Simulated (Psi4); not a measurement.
**C3H6F2 (1,3-difluoropropane): CCSD/cc-pVDZ**

Aim: the energy change on altering one bond length of C3H6F2 (1,3-difluoropropane) at CCSD/cc-pVDZ, from 2 runs. 

The calculation is run with Psi4 1.11.

1 further run of the same task is left out (set aside as unsound or not needed).

### 1 The molecule

C3H6F2 has 11 atoms, charge 0, and is taken as a singlet. As SMILES, `FCCCF`. Geometry: relaxed at PBE0-D4/def2-TZVP. This is one conformer, not always the lowest.

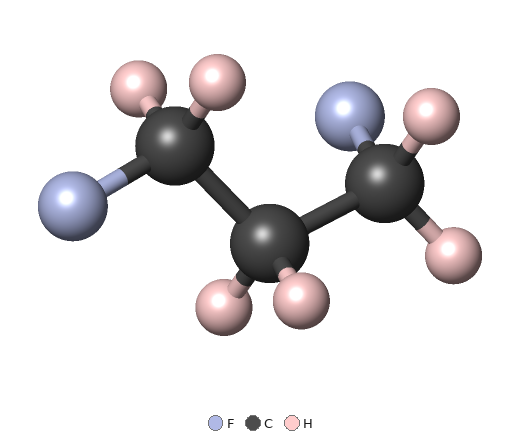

Viewed from a chosen angle; fluorine light blue, carbon dark grey, hydrogen pink.

### 2 A single-point energy at CCSD/cc-pVDZ

Input file job.json:

```json
{
 "schema_name": "qcschema_input",
 "schema_version": 1,
 "molecule": {
  "schema_name": "qcschema_molecule",
  "schema_version": 2,
  "symbols": ["F", "C", "C", "C", "F", "H", "H", "H", "H", "H", "H"],
  "geometry": [-3.712178, 2.70741062, -0.20238967, -1.3517211, 1.89104893, 0.56805167, -0.7086473, -0.56465017, -0.73283579, 1.82831003, -1.58396844, 0.0655735, 3.73334293, 0.07596699, -0.62587729, -1.4069011, 1.65407728, 2.6240737, 0.01511781, 3.36711401, 0.10223418, -0.73359168, -0.29158474, -2.78092096, -2.1506973, -1.97703147, -0.27797871, 1.93923695, -1.82944386, 2.11800504, 2.21740463, -3.39772757, -0.84262888],
  "molecular_charge": 0,
  "molecular_multiplicity": 1,
  "fix_symmetry": "c1",
  "fix_com": true,
  "fix_orientation": true
 },
 "driver": "energy",
 "model": {
  "method": "ccsd",
  "basis": "cc-pVDZ"
 },
 "keywords": {
  "reference": "rhf",
  "puream": true,
  "e_convergence": 1e-09,
  "d_convergence": 1e-08,
  "scf_type": "pk",
  "num_frozen_docc": 5
 }
}
```

Run with:

```sh
$ psi4 --qcschema job.json -n 1 --memory 1600MB
```

stdout:

```text
[...]
  Running in c1 symmetry.
[...]
  Nuclear repulsion =  184.503528997433932
[...]
  Multiplicity = 1
[...]
  Nalpha       = 21
  Nbeta        = 21
[...]
    Number of basis functions: 100
[...]
   @RHF iter   1:  -315.89773939493546   -6.70384e-01   3.80495e-03 DIIS/ADIIS
[...]
   @RHF iter  11:  -315.98128256890084   -5.00222e-12   8.61633e-09 DIIS
[...]
    Orbital Energies [Eh]
    ---------------------
    Doubly Occupied:
       1A    -26.281309     2A    -26.273654     3A    -11.322773
       4A    -11.313773     5A    -11.245410     6A     -1.593638
       7A     -1.586244     8A     -1.084402     9A     -0.944867
      10A     -0.841753    11A     -0.719154    12A     -0.714249
      13A     -0.695829    14A     -0.684910    15A     -0.652822
      16A     -0.637559    17A     -0.582150    18A     -0.545953
      19A     -0.514571    20A     -0.498253    21A     -0.490013
[...]
  @RHF Final Energy:  -315.98128256890084
   => Energetics <=
    Nuclear Repulsion Energy =            184.5035289974339321
    One-Electron Energy =                -802.5230510420032033
    Two-Electron Energy =                 302.0382394756684334
    Total Energy =                       -315.9812825689008378
[...]
 Multipole Moments:
 ------------------------------------------------------------------------------------
     Multipole            Electronic (a.u.)      Nuclear  (a.u.)        Total (a.u.)
 ------------------------------------------------------------------------------------
 L = 1.  Multiply by 2.5417464519 to convert [e a0] to [Debye]
 Dipole X            :          1.4317382           -1.3212965            0.1104417
 Dipole Y            :        -21.8050297           21.0303841           -0.7746456
 Dipole Z            :          7.4735609           -7.1068820            0.3666789
 Magnitude           :                                                    0.8641334
[...]
      * MP2 total energy                      = -316.772899601600614
[...]
      * CCSD total energy                     = -316.818832840900200
[...]
```

The result, in JSON:

```text
{
 "driver": "energy",
 "model": {
  "method": "ccsd",
  "basis": "cc-pVDZ"
 },
 "success": true,
 "return_result": -316.8188328409002,
 "properties": {
  "calcinfo_nbasis": 100,
  "calcinfo_nmo": 100,
  "calcinfo_nalpha": 21,
  "calcinfo_nbeta": 21,
  "calcinfo_natom": 11,
  "nuclear_repulsion_energy": 184.50352899743393,
  "return_energy": -316.8188328409002,
  "scf_one_electron_energy": -802.5230510420032,
  "scf_two_electron_energy": 302.03823947566843,
  "scf_dipole_moment": [0.11044165644674764, -0.7746456385732863, 0.3666788696684886],
  "scf_total_energy": -315.98128256890084,
  "scf_iterations": 11,
  "mp2_same_spin_correlation_energy": -0.19722000097362047,
  "mp2_opposite_spin_correlation_energy": -0.5943970317258003,
  "mp2_singles_energy": -3.4000378814029437e-28,
  "mp2_doubles_energy": -0.7916170326994207,
  "mp2_correlation_energy": -0.7916170326994207,
  "mp2_total_energy": -316.7728996016006,
  "ccsd_same_spin_correlation_energy": -0.17970940460384444,
  "ccsd_opposite_spin_correlation_energy": -0.6578408673951691,
  "ccsd_singles_energy": 0.0,
  "ccsd_doubles_energy": -0.8375502719990136,
  "ccsd_correlation_energy": -0.8375502719990136,
  "ccsd_total_energy": -316.8188328409002,
  "ccsd_iterations": 16
 }
}
```

Run time: 33 s. Hardware: 1 thread of Intel Xeon 6975P-C (Granite Rapids), shared host; peak memory 0.81 GiB.

### 3 The distorted shape at the same level

Input file job.json:

```json
{
 "schema_name": "qcschema_input",
 "schema_version": 1,
 "molecule": {
  "schema_name": "qcschema_molecule",
  "schema_version": 2,
  "symbols": ["F", "C", "C", "C", "F", "H", "H", "H", "H", "H", "H"],
  "geometry": [-3.80865986, 3.07584296, -0.00721497, -1.44820295, 2.25948128, 0.76322637, -0.7086473, -0.56465017, -0.73283579, 1.82831003, -1.58396844, 0.0655735, 3.73334293, 0.07596699, -0.62587729, -1.50338296, 2.02250962, 2.81924839, -0.08136405, 3.73554635, 0.29740888, -0.73359168, -0.29158474, -2.78092096, -2.1506973, -1.97703147, -0.27797871, 1.93923695, -1.82944386, 2.11800504, 2.21740463, -3.39772757, -0.84262888],
  "molecular_charge": 0,
  "molecular_multiplicity": 1,
  "fix_symmetry": "c1"
 },
 "driver": "energy",
 "model": {
  "method": "ccsd",
  "basis": "cc-pVDZ"
 },
 "keywords": {
  "puream": true,
  "e_convergence": 1e-09,
  "d_convergence": 1e-08,
  "scf_type": "pk",
  "num_frozen_docc": 5
 }
}
```

Run with:

```sh
$ psi4 --qcschema job.json -n 1 --memory 1600MB
```

stdout:

```text
[...]
  Running in c1 symmetry.
[...]
  Nuclear repulsion =  178.981983741679386
[...]
  Multiplicity = 1
[...]
  Nalpha       = 21
  Nbeta        = 21
[...]
    Number of basis functions: 100
[...]
   @RHF iter   1:  -315.88196349073519   -9.92858e-01   3.71881e-03 ADIIS/DIIS
[...]
   @RHF iter  11:  -315.96072699850146   -4.77485e-12   9.01494e-09 DIIS
[...]
    Orbital Energies [Eh]
    ---------------------
    Doubly Occupied:
       1A    -26.278495     2A    -26.277178     3A    -11.330853
       4A    -11.321796     5A    -11.261062     6A     -1.590721
       7A     -1.587026     8A     -1.054154     9A     -0.934267
      10A     -0.845311    11A     -0.709699    12A     -0.706283
      13A     -0.689957    14A     -0.683391    15A     -0.651281
      16A     -0.639834    17A     -0.575687    18A     -0.539909
      19A     -0.516344    20A     -0.509039    21A     -0.455669
[...]
  @RHF Final Energy:  -315.96072699850146
   => Energetics <=
    Nuclear Repulsion Energy =            178.9819837416793860
    One-Electron Energy =                -791.5695062267682260
    Two-Electron Energy =                 296.6267954865873548
    Total Energy =                       -315.9607269985014568
[...]
 Multipole Moments:
 ------------------------------------------------------------------------------------
     Multipole            Electronic (a.u.)      Nuclear  (a.u.)        Total (a.u.)
 ------------------------------------------------------------------------------------
 L = 1.  Multiply by 2.5417464519 to convert [e a0] to [Debye]
 Dipole X            :          0.0736878            0.0231965            0.0968843
 Dipole Y            :          3.1489167           -3.9048506           -0.7559339
 Dipole Z            :         -0.8346239            1.2129710            0.3783471
 Magnitude           :                                                    0.8508638
[...]
      * MP2 total energy                      = -316.754612845720885
[...]
      * CCSD total energy                     = -316.801431195582040
[...]
```

The result, in JSON:

```text
{
 "driver": "energy",
 "model": {
  "method": "ccsd",
  "basis": "cc-pVDZ"
 },
 "success": true,
 "return_result": -316.80143119558204,
 "properties": {
  "calcinfo_nbasis": 100,
  "calcinfo_nmo": 100,
  "calcinfo_nalpha": 21,
  "calcinfo_nbeta": 21,
  "calcinfo_natom": 11,
  "nuclear_repulsion_energy": 178.9819837416794,
  "return_energy": -316.80143119558204,
  "scf_one_electron_energy": -791.5695062267682,
  "scf_two_electron_energy": 296.62679548658735,
  "scf_dipole_moment": [0.09688429753358108, -0.7559339122648536, 0.3783470968483815],
  "scf_total_energy": -315.96072699850146,
  "scf_iterations": 11,
  "mp2_same_spin_correlation_energy": -0.19661632319093192,
  "mp2_opposite_spin_correlation_energy": -0.5972695240265998,
  "mp2_singles_energy": -4.896693377296789e-28,
  "mp2_doubles_energy": -0.7938858472175317,
  "mp2_correlation_energy": -0.7938858472175317,
  "mp2_total_energy": -316.7546128457209,
  "ccsd_same_spin_correlation_energy": -0.17848019369991186,
  "ccsd_opposite_spin_correlation_energy": -0.6622240033788214,
  "ccsd_singles_energy": 0.0,
  "ccsd_doubles_energy": -0.8407041970787332,
  "ccsd_correlation_energy": -0.8407041970787332,
  "ccsd_total_energy": -316.80143119558204,
  "ccsd_iterations": 16
 }
}
```

Wall time 32 s (1 thread of Intel Xeon 6975P-C (Granite Rapids), shared host); peak memory 0.81 GiB.

### 4 What came out

Level: CCSD/cc-pVDZ, 5 core orbitals frozen.

| quantity | value |
| --- | --- |
| first shape: total energy | -316.81883 Eh |
| first shape: HOMO energy (Hartree–Fock orbitals) | -13.33 eV |
| first shape: LUMO energy (Hartree–Fock orbitals) | 4.78 eV |
| first shape: HOMO–LUMO gap (Hartree–Fock orbitals) | 18.12 eV |
| first shape: correlation energy (5 core orbitals frozen) | -837.6 mEh |
| first shape: T1 diagnostic | 0.010 |
| distorted shape: total energy | -316.80143 Eh |
| distorted shape: HOMO energy (Hartree–Fock orbitals) | -12.40 eV |
| distorted shape: LUMO energy (Hartree–Fock orbitals) | 4.77 eV |
| distorted shape: HOMO–LUMO gap (Hartree–Fock orbitals) | 17.17 eV |
| distorted shape: correlation energy (5 core orbitals frozen) | -840.7 mEh |
| distorted shape: T1 diagnostic | 0.010 |
| energy change with the C2–C3 bond stretched from 1.509 to 1.736 Å | 0.474 eV |

What this shows: With the C2–C3 bond stretched from 1.509 to 1.736 Å the energy rises by 0.47 eV (10.9 kcal/mol). The first shape isn't relaxed at this level, so the change isn't measured from a minimum.
